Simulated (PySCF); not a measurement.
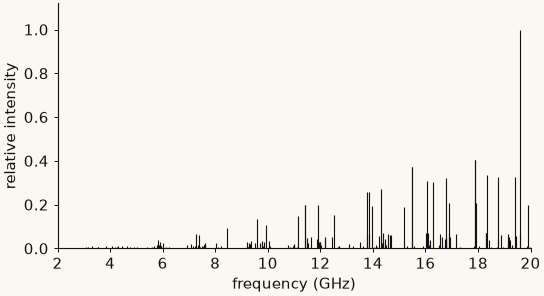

Simulated rotational absorption lines between 2 and 20 GHz at 2 K: rigid rotor with the equilibrium constants and dipole of one optimised conformer (PBE0-D3(BJ)/def2-SVP, PySCF), commonest isotopes; no centrifugal distortion, hyperfine structure, internal rotation or nuclear-spin weights; lines within 1 MHz of each other are summed.

Question: Which molecule gives this spectrum?
A. C₅H₁₁P, SMILES CP(C)C1CC1
B. C₅H₁₅PSi, SMILES CP(C)[Si](C)(C)C
C. C₈H₁₁P, SMILES CC(C)c1ccccp1
D. C₈H₁₁P, SMILES CCc1ccc(C)cp1

Answer: Option B. Rotational constants A, B, C = 2.043, 1.264, 1.121 GHz, |μa|, |μb|, |μc| = 0.54, 0.00, 1.27 D.

Note: coarse grid, loose stop and no frequency check, small forces are noise and the end may be a saddle.
